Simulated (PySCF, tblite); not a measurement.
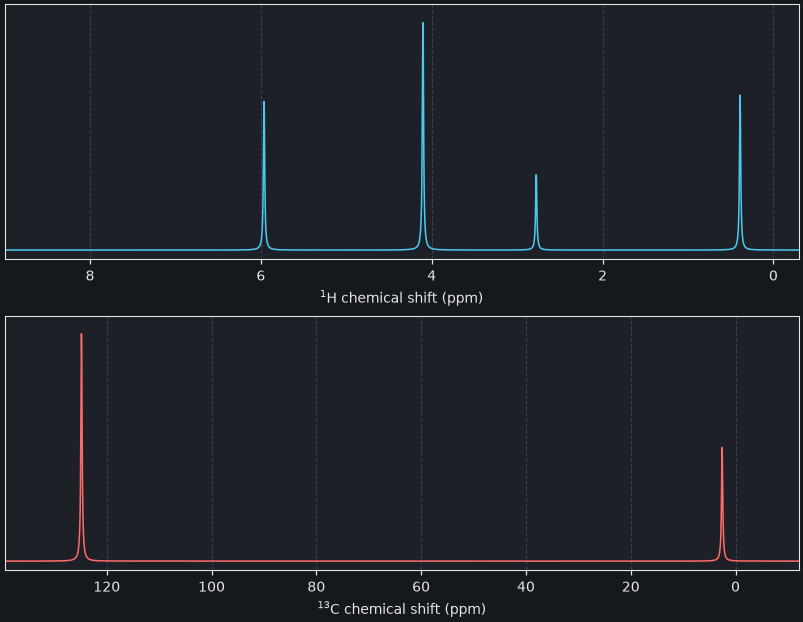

GIAO shifts, PBE0/pcSseg-1, PySCF, at a GFN2-xTB geometry (a minimum by its frequencies), against TMS for ¹H and TMS for ¹³C computed at the same level. Gas phase, fully decoupled, line heights follow the number of nuclei, widths are arbitrary (no quadrupolar broadening); values of one conformer, averaged over nuclei that symmetry, rotation about single bonds or ring flips exchange, these motions taken as fast; other conformers aren't averaged in. Protons on N, O or S are those of the isolated molecule, without hydrogen bonds to neighbours or exchange.

Which molecule was computed?
A. C₃H₈OS₂Si₂, SMILES O[Si]1(C[SiH3])SC=CS1
B. C₃H₇BO, SMILES B1CCCO1

Answer. Option A. Its ¹H signals: 5.96 (2 H), 4.10 (3 H), 2.78 (1 H), 0.39 (2 H) ppm. Its ¹³C signals: 124.8 (2 C), 2.6 (1 C) ppm.

Known limits of this run: the tight-binding geometry is rougher than a DFT one and adds to the error.
